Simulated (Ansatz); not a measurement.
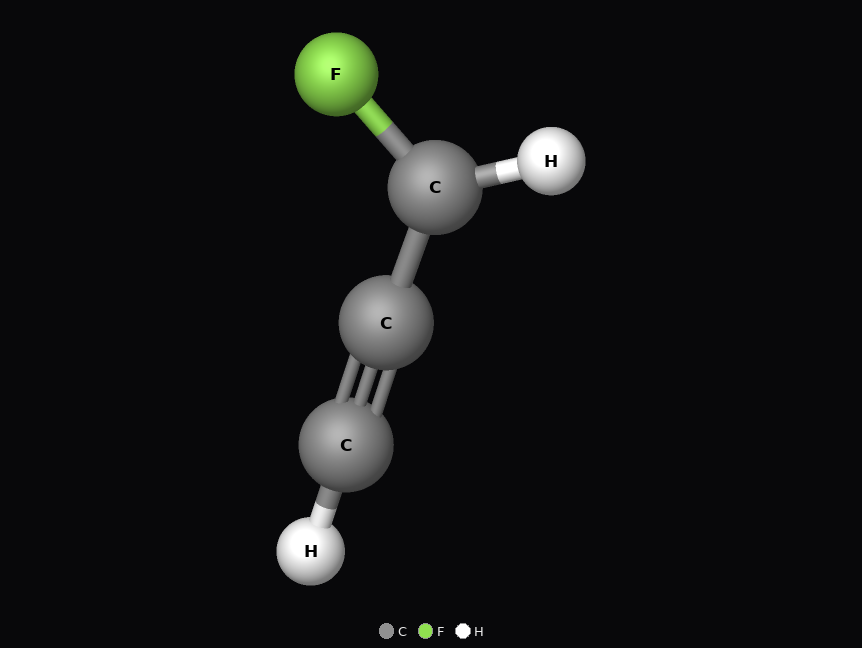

The picture shows a molecular structure as a ball-and-stick model. Double and triple bonds are drawn as two and three sticks.

The species is neutral and a spin doublet.

Question: What is the molecular formula?

Answer: C₃H₂F, 6 atoms: 3 carbon, 2 hydrogen and 1 fluorine.

Question: Write the SMILES.

Answer: C#C[CH]F

More results for the same structure follow; atom numbers are the same in all pictures, views and colours differ. The geometry was computed by an optimisation with PBE0-D4/def2-TZVP. No frequency run is at hand to confirm it as a minimum.

## Geometry

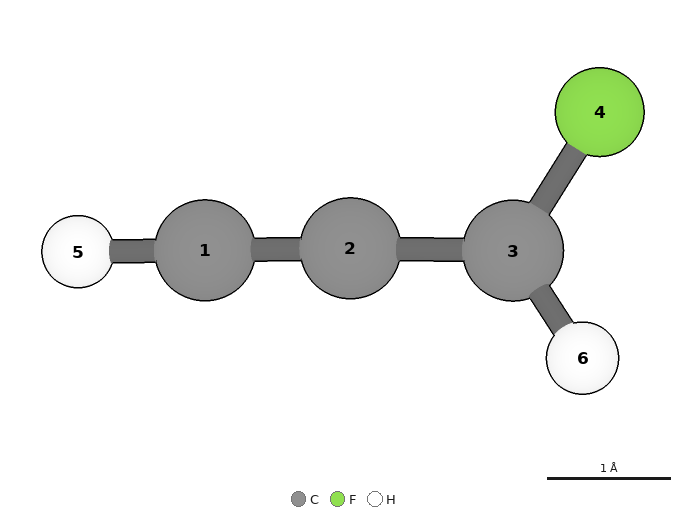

Atoms carry their numbers in the input. No frequency run is at hand to confirm it as a minimum.

Question: What is the geometry at C1?

Answer: C1 has 2 neighbours (C2 at 1.22, H5 at 1.06 Å); the arrangement is linear.

Question: Describe the coordination of atom 2.

Answer: C2 has 2 neighbours (C1 at 1.22, C3 at 1.36 Å); the arrangement is linear.

Question: How are the neighbours of atom 3 arranged?

Answer: C3 has 3 neighbours (C2 at 1.36, F4 at 1.33, H6 at 1.08 Å); the arrangement is trigonal planar.

## Electronic properties

No frequency run is at hand to confirm it as a minimum. Properties computed with UKS PBE0-D4/def2-TZVPP (Ansatz 0.2.0).

Question: What is the HOMO energy (Kohn–Sham orbital)?

Answer: −6.17 eV.

Question: Estimate the ⟨S²⟩ of the determinant.

Answer: 0.776.

## Dipole moment

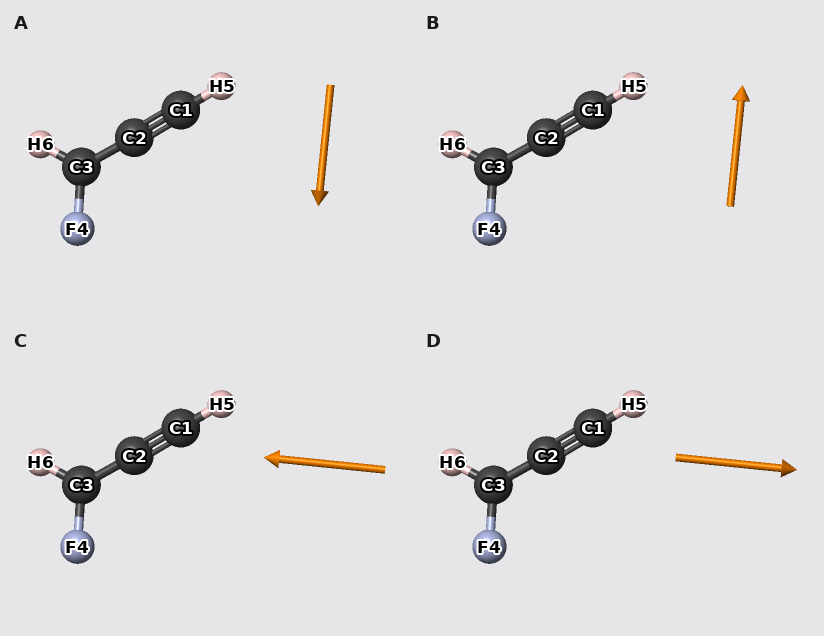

The same molecule four times, each with an arrow. No frequency run is at hand to confirm it as a minimum. Level of theory: UKS PBE0-D4/def2-TZVP (Ansatz 0.2.0).

Question: Which arrow points along the dipole moment, from the negative to the positive end?

Answer: B. The dipole moment is 1.38 D; it points from the side of F4 to the side of H5 (the outermost atoms at the two ends).

## Charges

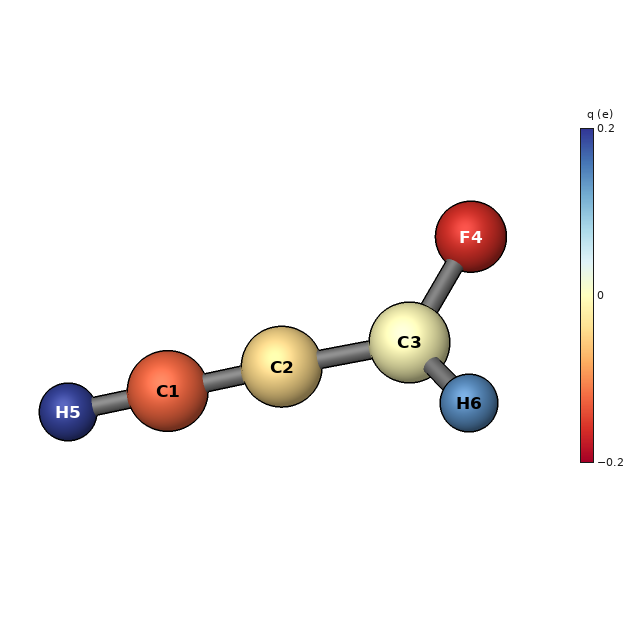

Atoms are coloured by their Mulliken charges. No frequency run is at hand to confirm it as a minimum. Method: UKS PBE0-D4/def2-TZVP (Ansatz 0.2.0).

Give the Mulliken charges atom by atom.

```json
{"atom": "C1", "value (e)": "−0.12"}
{"atom": "C2", "value (e)": "−0.04"}
{"atom": "C3", "value (e)": "−0.01"}
{"atom": "F4", "value (e)": "−0.16"}
{"atom": "H5", "value (e)": "0.19"}
{"atom": "H6", "value (e)": "0.14"}
```

Mulliken values depend strongly on the basis set and can even reverse the polarity of a bond.
